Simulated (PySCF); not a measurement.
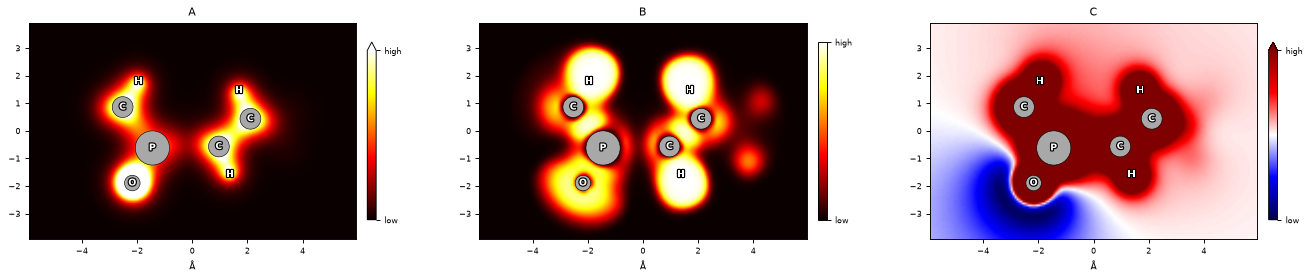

C₆H₁₃OP: 3 fields on the plane of atoms C6, P5 and O7, with unlabelled colour scales. Grey discs cover the atomic cores.

Geometry: GFN2-xTB.

These are results of PBE0/pcSseg-1, SCF density, gas phase, non-relativistic in PySCF, not measurements.

```xyz
21

C    -2.8448   -0.4756    0.1133
C    -1.6019   -0.3629   -0.7619
C    -0.5867    0.6157   -0.1862
C     0.1079    0.1381    1.1131
P     1.7382    0.7056    0.4423
C     2.9181   -0.6903    0.2925
O     2.3293    1.9340    0.9827
C     0.6704    0.8190   -1.0666
H    -3.5459   -1.1909   -0.3094
H    -3.3424    0.4885    0.1900
H    -2.5808   -0.8047    1.1154
H    -1.1357   -1.3461   -0.8660
H    -1.8922   -0.0246   -1.7598
H    -1.0751    1.5772   -0.0121
H     0.0338   -0.9385    1.2536
H    -0.2203    0.6414    2.0197
H     3.7314   -0.3656   -0.3540
H     3.3198   -0.8975    1.2825
H     2.4443   -1.5770   -0.1155
H     0.7083    1.7663   -1.5998
H     0.8154    0.0049   -1.7744
```

### The panels show electron density, electron localisation function and electrostatic potential in some order. Assign them.

Panel A: electron density. Panel B: electron localisation function. Panel C: electrostatic potential (strongly positive close to the atoms, with negative regions outside electron-rich atoms). From the grid: P–O (1.47 Å): ρ is about 1.9 e/Å³ halfway; the ELF peaks at about 0.80 between the atoms, as expected for a polar covalent bond. C–C (1.52 Å): ρ is about 1.7 e/Å³ halfway; the ELF peaks at about 0.95 between the atoms; localised, covalent bonding.
